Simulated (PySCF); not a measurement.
F₄Ge (tetrafluorogermane)

Input

```
{"job": {"kind": "sp", "xc": "wB97X", "basis": "ma-def2-TZVP", "d3": "d3bj", "grid": 2}, "charge": 0, "multiplicity": 1}
F      1.297484    -1.104389    -0.101350
Ge     0.004081     0.000857    -0.007678
F      0.618941     1.589543    -0.028825
F     -1.037719    -0.225616    -1.336762
F     -0.861207    -0.254815     1.437571
```

Command:

```sh
OMP_NUM_THREADS=1 python redox_run.py task.json out
```

Geometry: PBE0-D3(BJ)/ma-def2-SVP.

The calculation used DFT single point, gas phase, functional wB97X (PySCF 2.14.0, density-fitted response routines).

Question: Predict the electron density and electron localisation function between the atoms.

Answer: Ge–F (1.70 Å): ρ is about 1.1 e/Å³ halfway; the ELF peaks at about 0.80 in the valence shell of F, 0.6 Å from its nucleus, and is about 0.25 at the midpoint.

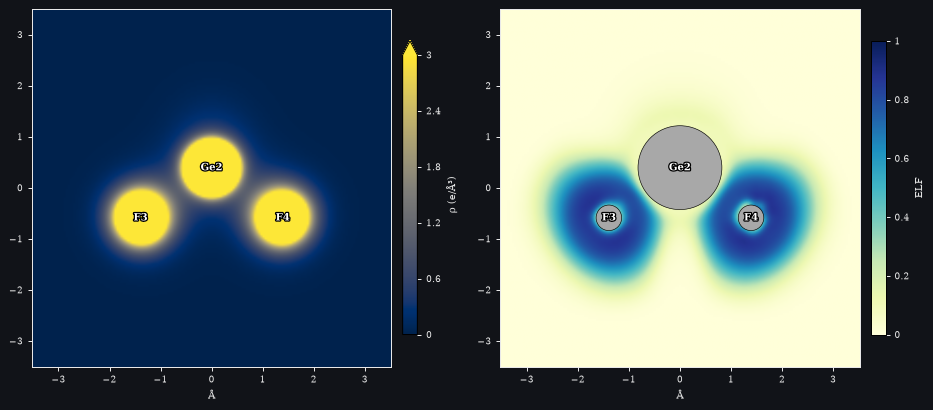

Computed electron density and electron localisation function on the plane of atoms F3, Ge2 and F4, in this order. Grey discs cover the atomic cores in the ELF map. 
